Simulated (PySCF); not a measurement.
# C2H11BN2Si: electronic excitations at several levels of theory, part 2 of 2

PySCF 2.14.0. Atoms count from 0. Earlier steps stand in the parts before.

## Step 6: Ultraviolet spectrum: B3LYP/def2-SVPD

The job: settings as JSON, then the geometry in Å.

```
{"job": {"kind": "uv", "xc": "B3LYP", "basis": "def2-SVPD", "ip": true}, "charge": 0, "multiplicity": 1}
C     -1.756793     1.668250     0.449539
B     -0.959272     0.343584     0.104168
C     -1.761714    -0.914013    -0.425316
N      0.446025     0.311254     0.295209
Si     1.653527    -0.934576     0.056090
N      3.136700    -0.132062    -0.320792
H     -2.600770     1.451841     1.126316
H     -1.147425     2.463394     0.907948
H     -2.211881     2.080366    -0.468152
H     -2.519152    -0.616158    -1.168665
H     -1.148684    -1.717657    -0.857447
H     -2.327722    -1.349370     0.418016
H      0.849611     1.160194     0.686838
H      1.950660    -1.718861     1.294492
H      1.127486    -1.874835    -0.979241
H      4.011567    -0.544195    -0.018686
H      3.252253     0.364426    -1.197200
```

Method: TDDFT B3LYP/def2-SVPD, vertical, gas phase, core orbitals frozen in the response.

Standard output:

```text
coarse grid: 13832 points
cycle   1  E = -506.4051610800  dE =  2.400e-01  |g| = 7.096e-01  |ddm| = 6.651e+00
cycle   2  E = -506.2913274177  dE =  1.138e-01  |g| = 9.843e-01  |ddm| = 2.536e+00
cycle   3  E = -506.5253487833  dE = -2.340e-01  |g| = 9.405e-02  |ddm| = 1.454e+00
cycle   4  E = -506.5272733367  dE = -1.925e-03  |g| = 3.654e-02  |ddm| = 1.746e-01
cycle   5  E = -506.5275962599  dE = -3.229e-04  |g| = 7.203e-03  |ddm| = 4.518e-02
cycle   6  E = -506.5276076930  dE = -1.143e-05  |g| = 3.182e-03  |ddm| = 1.313e-02
cycle   7  E = -506.5276098864  dE = -2.193e-06  |g| = 5.711e-04  |ddm| = 5.547e-03
final grid: 126632 points
cycle   8  E = -506.5929610775  dE = -3.713e-05  |g| = 6.705e-03  |ddm| = 1.299e-01
cycle   9  E = -506.5929519087  dE =  9.169e-06  |g| = 9.263e-03  |ddm| = 2.191e-02
cycle  10  E = -506.5929716696  dE = -1.976e-05  |g| = 9.150e-04  |ddm| = 1.127e-02
cycle  11  E = -506.5929718640  dE = -1.944e-07  |g| = 1.682e-04  |ddm| = 1.290e-03
cycle  12  E = -506.5929718699  dE = -5.965e-09  |g| = 6.685e-05  |ddm| = 3.577e-04
cycle  13  E = -506.5929718710  dE = -1.018e-09  |g| = 2.086e-05  |ddm| = 1.208e-04
cycle  14  E = -506.5929718710  dE = -9.402e-11  |g| = 5.912e-06  |ddm| = 4.307e-05
converged SCF energy = -506.5929718710

Static polarisability (au): isotropic 83.877, principal 69.266 81.788 100.576

Singlet excitations
state   eV       nm        f      main configurations
  1   6.3038    196.7   0.03221   H->L 0.87, H->L+1 0.09
  2   6.7479    183.7   0.00734   H->L+1 0.83, H->L 0.09
  3   6.9750    177.8   0.03118   H-1->L 0.80, H->L+2 0.10
  4   7.0262    176.5   0.00186   H->L+2 0.66, H-1->L 0.14, H-2->L+2 0.10
  5   7.1785    172.7   0.11906   H-1->L+1 0.86
  6   7.2560    170.9   0.00547   H-2->L+2 0.43, H-2->L+1 0.22, H->L+2 0.15
  7   7.4137    167.2   0.02322   H-2->L 0.56, H-2->L+1 0.38
  8   7.5382    164.5   0.01970   H->L+3 0.84
  9   7.6824    161.4   0.16272   H-1->L+2 0.69, H->L+4 0.14
 10   7.7127    160.8   0.02802   H-2->L+2 0.39, H-2->L+1 0.28, H-2->L 0.23

Triplet excitations (Tamm-Dancoff, eV): 5.9843 6.3538 6.5743 6.7279
Vertical ionisation energy (delta-SCF) = 9.3904 eV
```

Wall time 3.7 min (1 thread, shared host).

This run: HOMO -7.30 eV, LUMO 0.06 eV; lowest singlet 6.30 eV.

## Step 7: TDDFT and polarisability: PBE0/def2-SVPD

The job, as its differences from that of step 6:

```diff
@@ -1,2 +1,2 @@
-{"job": {"kind": "uv", "xc": "B3LYP", "basis": "def2-SVPD", "ip": true}, "charge": 0, "multiplicity": 1}
+{"job": {"kind": "uv", "xc": "PBE0", "basis": "def2-SVPD", "ip": true}, "charge": 0, "multiplicity": 1}
 C     -1.756793     1.668250     0.449539
```

Method: TDDFT PBE0/def2-SVPD, vertical, gas phase, core orbitals frozen in the response.

Standard output:

```text
coarse grid: 13832 points
cycle   1  E = -506.0241114512  dE =  2.384e-01  |g| = 6.201e-01  |ddm| = 6.057e+00
cycle   2  E = -505.9706870737  dE =  5.342e-02  |g| = 7.817e-01  |ddm| = 2.072e+00
cycle   3  E = -506.1174893577  dE = -1.468e-01  |g| = 7.139e-02  |ddm| = 1.082e+00
cycle   4  E = -506.1185478603  dE = -1.059e-03  |g| = 3.021e-02  |ddm| = 1.323e-01
cycle   5  E = -506.1187684312  dE = -2.206e-04  |g| = 5.303e-03  |ddm| = 3.900e-02
cycle   6  E = -506.1187744799  dE = -6.049e-06  |g| = 2.392e-03  |ddm| = 9.355e-03
final grid: 126632 points
cycle   7  E = -506.1745294780  dE = -2.862e-05  |g| = 9.487e-03  |ddm| = 1.167e-01
cycle   8  E = -506.1745142835  dE =  1.519e-05  |g| = 1.262e-02  |ddm| = 3.146e-02
cycle   9  E = -506.1745505600  dE = -3.628e-05  |g| = 8.582e-04  |ddm| = 1.712e-02
cycle  10  E = -506.1745507388  dE = -1.788e-07  |g| = 1.381e-04  |ddm| = 1.479e-03
cycle  11  E = -506.1745507436  dE = -4.781e-09  |g| = 3.801e-05  |ddm| = 3.752e-04
cycle  12  E = -506.1745507440  dE = -3.745e-10  |g| = 1.589e-05  |ddm| = 8.349e-05
converged SCF energy = -506.1745507440

Static polarisability (au): isotropic 83.163, principal 68.596 81.054 99.839

Singlet excitations
state   eV       nm        f      main configurations
  1   6.5124    190.4   0.03230   H->L 0.80, H->L+1 0.13
  2   6.9817    177.6   0.00646   H->L+1 0.75, H->L 0.13
  3   7.1648    173.0   0.01146   H->L+2 0.49, H-2->L+2 0.22, H-2->L+1 0.10
  4   7.2385    171.3   0.03513   H-1->L 0.86
  5   7.3826    167.9   0.12004   H->L+2 0.35, H-1->L+1 0.33, H-2->L+2 0.14
  6   7.4326    166.8   0.04452   H-1->L+1 0.53, H-2->L+2 0.14, H->L+2 0.09
  7   7.6565    161.9   0.02768   H-2->L 0.50, H-2->L+1 0.38
  8   7.7813    159.3   0.03012   H->L+3 0.68, H-1->L+2 0.15
  9   7.8380    158.2   0.16040   H-1->L+2 0.65, H->L+4 0.10, H->L+3 0.09
 10   7.9921    155.1   0.02533   H-2->L+2 0.24, H-2->L 0.23, H-2->L+1 0.21

Triplet excitations (Tamm-Dancoff, eV): 6.1511 6.3763 6.7117 6.7697
Vertical ionisation energy (delta-SCF) = 9.4255 eV
```

Run time: 3.1 min. Hardware: 1 thread, shared host.

This run: HOMO -7.52 eV, LUMO 0.34 eV; lowest singlet 6.51 eV.

## Step 8: TDDFT and polarisability: BHandHLYP/def2-SVPD

The job, as its differences from that of step 7:

```diff
@@ -1,2 +1,2 @@
-{"job": {"kind": "uv", "xc": "PBE0", "basis": "def2-SVPD", "ip": true}, "charge": 0, "multiplicity": 1}
+{"job": {"kind": "uv", "xc": "BHandHLYP", "basis": "def2-SVPD", "ip": true}, "charge": 0, "multiplicity": 1}
 C     -1.756793     1.668250     0.449539
```

Method: TDDFT BHandHLYP/def2-SVPD, vertical, gas phase, core orbitals frozen in the response.

Standard output:

```text
coarse grid: 13832 points
cycle   1  E = -506.3188264190  dE =  3.315e-01  |g| = 5.222e-01  |ddm| = 6.023e+00
cycle   2  E = -506.3374453772  dE = -1.862e-02  |g| = 4.671e-01  |ddm| = 1.588e+00
cycle   3  E = -506.3873982045  dE = -4.995e-02  |g| = 5.483e-02  |ddm| = 6.367e-01
cycle   4  E = -506.3879689272  dE = -5.707e-04  |g| = 2.783e-02  |ddm| = 1.171e-01
cycle   5  E = -506.3881631839  dE = -1.943e-04  |g| = 3.006e-03  |ddm| = 4.290e-02
cycle   6  E = -506.3881653094  dE = -2.126e-06  |g| = 1.325e-03  |ddm| = 6.979e-03
final grid: 126632 points
cycle   7  E = -506.4308822925  dE = -1.779e-05  |g| = 3.470e-03  |ddm| = 7.816e-02
cycle   8  E = -506.4308825536  dE = -2.610e-07  |g| = 3.420e-03  |ddm| = 1.274e-02
cycle   9  E = -506.4308851444  dE = -2.591e-06  |g| = 2.640e-04  |ddm| = 4.484e-03
cycle  10  E = -506.4308851595  dE = -1.510e-08  |g| = 1.111e-04  |ddm| = 7.715e-04
cycle  11  E = -506.4308851628  dE = -3.320e-09  |g| = 1.523e-05  |ddm| = 2.450e-04
cycle  12  E = -506.4308851629  dE = -7.219e-11  |g| = 6.755e-06  |ddm| = 4.876e-05
converged SCF energy = -506.4308851629

Static polarisability (au): isotropic 79.813, principal 66.910 77.933 94.596

Singlet excitations
state   eV       nm        f      main configurations
  1   6.9013    179.7   0.03185   H->L+1 0.43, H->L 0.41
  2   7.5409    164.4   0.00840   H->L 0.32, H-1->L 0.31, H->L+1 0.19
  3   7.7158    160.7   0.00063   H-2->L+2 0.55, H-2->L+3 0.14
  4   7.8600    157.7   0.02996   H-1->L 0.47, H->L+1 0.22, H-1->L+1 0.09
  5   8.0390    154.2   0.18439   H-1->L+1 0.56, H->L 0.08
  6   8.2105    151.0   0.15916   H->L+2 0.52, H-1->L+2 0.19
  7   8.2534    150.2   0.03705   H-2->L 0.52, H-2->L+1 0.15, H->L+3 0.12
  8   8.4050    147.5   0.03886   H->L+3 0.35, H-2->L 0.13, H->L+2 0.08
  9   8.5382    145.2   0.02824   H->L+4 0.17, H-1->L+2 0.17, H->L+8 0.12
 10   8.7286    142.0   0.05053   H-1->L+2 0.23, H->L+6 0.15, H->L+3 0.15

Triplet excitations (Tamm-Dancoff, eV): 6.5030 6.9095 7.2113 7.3026
Vertical ionisation energy (delta-SCF) = 9.7136 eV
```

It took 3.3 min on 1 thread, shared host.

Key values: HOMO -8.83 eV, LUMO 0.83 eV; lowest singlet 6.90 eV.

## Step 9: Run by run: electronic excitations

Excitations and ground-state properties, with basis size and wall time:

```
                run  lowest singlet (eV)  brightest (eV)      f  gap (eV)  α (Å³)  μ (D)  functions     time
       HF/def2-SVPD                 7.68            9.22  0.411     13.05   11.18   1.54        212     39 s
      LDA/def2-SVPD                 5.75            7.03  0.136      5.65   13.20   1.69        212  1.9 min
      PBE/def2-SVPD                 5.80            6.40  0.051      5.71   12.96   1.71        212  2.6 min
    B3LYP/def2-SVPD                 6.30            7.68  0.163      7.36   12.43   1.65        212  3.7 min
     PBE0/def2-SVPD                 6.51            7.84  0.160      7.87   12.32   1.65        212  3.1 min
BHandHLYP/def2-SVPD                 6.90            8.04  0.184      9.66   11.83   1.59        212  3.3 min
```

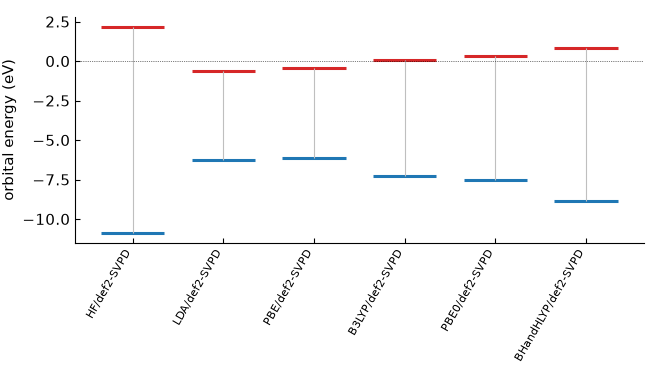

HOMO (blue) and LUMO (red) run by run.

## Step 10: Outcome

What follows sums up all 2 parts.

| quantity | value |
| --- | --- |
| point group | C1 |
| rotational constants (main isotopes) | 5.51, 1.35, 1.14 GHz |
| lowest singlet (HF/def2-SVPD) | 7.68 eV (161 nm), f = 0.033 |
| brightest single state of those computed | state 6, 9.22 eV, f = 0.411 |
| lowest triplet | 7.10 eV |
| range of the lowest singlet | 5.75 to 7.68 eV |

What this shows: Single values in the summary come from the first run of each kind that ended normally (HF/def2-SVPD), which need not be the best level. Relaxing lowered the energy by 0.138 eV in 16 steps; the close pair that moved most is Si4–H13, from 1.463 to 1.496 Å. The first singlet state (HOMO→LUMO+1 0.41, HOMO−1→LUMO+1 0.17) lies at 7.68 eV and is weak; of the 10 states computed, the strongest absorption comes from state 6 at 9.22 eV. The lowest triplet lies 0.58 eV below the lowest singlet (triplets in Tamm-Dancoff, singlets in full TDDFT). The lowest singlet runs from 5.75 eV (LDA/def2-SVPD) to 7.68 eV (HF/def2-SVPD), while the orbital gap spans 5.65 to 13.05 eV: the excitation energy moves far less from run to run than the orbital gap does. The lowest state need not be the same one in every run. The runs solved for a few states only, so the brightest column depends on that window.
